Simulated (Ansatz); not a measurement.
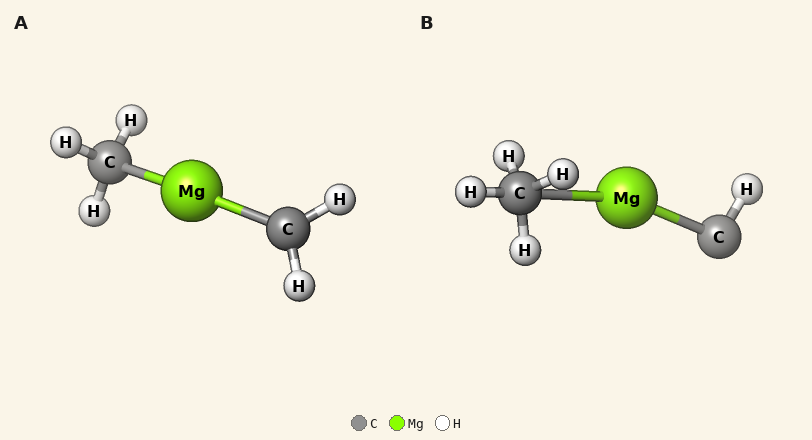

2 stationary structures of one formula. Charge +1, singlet. Geometries: PBE-D4/def2-SVP. Electronic energies: PBE-D4/def2-SVP (Ansatz 0.2.0), without zero-point energy. No frequency run is at hand to confirm each as a minimum. Each is one conformer, not always the lowest.

Question: Rank them by energy, lowest first.

Answer: A is lowest; B lies 1.497 eV above it.
